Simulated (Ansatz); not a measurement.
```xyz
5

C     0.0000    0.0000   -1.5807
B     0.0000    0.0000    1.3435
B     0.0000    0.0000   -0.2443
Se    0.0000    0.0000    3.1398
H     0.0000    0.0000   -2.6582
```

Geometry: B3LYP-D3(BJ)/def2-SVPD.

Method: isolated molecule in a Gaussian basis; Kohn-Sham density functional theory, functional PBE0 in Ansatz.

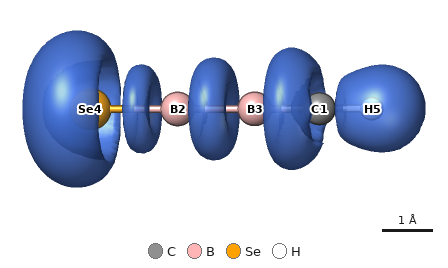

CHB$_{2}$Se (SMILES C#[B-]B=[Se]) (charge −1). Isosurface of the electron localisation function at 0.75 (blue), seen from one side. Only the valence region is drawn (cores and ρ < 0.01 e/Å³ removed).

Question: Describe the localisation domains.

Answer: At this value the surface marks out one region between bonded B–B atoms (shared pairs), one region between bonded B–C atoms (shared pairs), one region between bonded B–Se atoms (shared pairs), one region around a hydrogen nucleus and one ring or bowl of non-bonding electrons around Se. Along the contacts the grid gives the following. C–B (1.34 Å): the ELF peaks at about 0.90 between the atoms (localised, covalent bonding). B–B (1.59 Å): the ELF peaks at about 1 between the atoms; localised, covalent bonding.
